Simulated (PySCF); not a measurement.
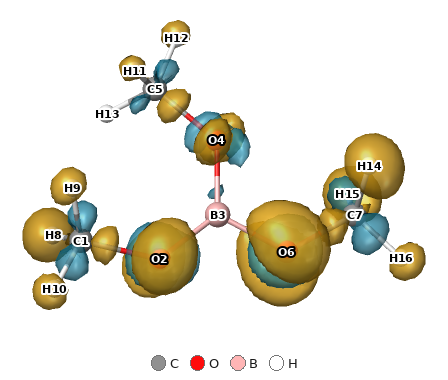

Figure 1: C3H9BO3, SMILES `COB(OC)OC`. Fukui function f⁻ = ρ(N) − ρ(N−1) at fixed geometry, surfaces at ±0.03 e/Å³ (yellow positive, teal negative).

Computed with PySCF, TPSS/6-31+G*, geometry: GFN2-xTB. No frequency check shows the geometry to be a minimum.

Question: On which atoms does the density change most on removal of an electron?

Answer: f⁻ (Hirshfeld-condensed) is largest on O6 (0.20) and O2 (0.13); the vertical ionisation energy is 9.37 eV (the stability of the cation's solution wasn't checked). Condensed values hint at sites of electrophilic attack but needn't mark the atom that reacts. Orbital relaxation makes it negative in places (0.23 e in all).

| atom | f⁻ | charge |
| --- | --- | --- |
| C1 | +0.05 | +0.01 |
| O2 | +0.13 | −0.20 |
| B3 | +0.07 | +0.25 |
| O4 | +0.05 | −0.20 |
| C5 | +0.03 | +0.01 |
| O6 | +0.20 | −0.21 |
| C7 | +0.07 | 0.00 |
| H8 | +0.06 | +0.04 |
| H9 | +0.04 | +0.03 |
| H10 | +0.04 | +0.04 |
| H11 | +0.03 | +0.04 |
| H12 | +0.03 | +0.04 |
| H13 | +0.02 | +0.04 |
| H14 | +0.07 | +0.03 |
| H15 | +0.07 | +0.03 |
| H16 | +0.05 | +0.04 |
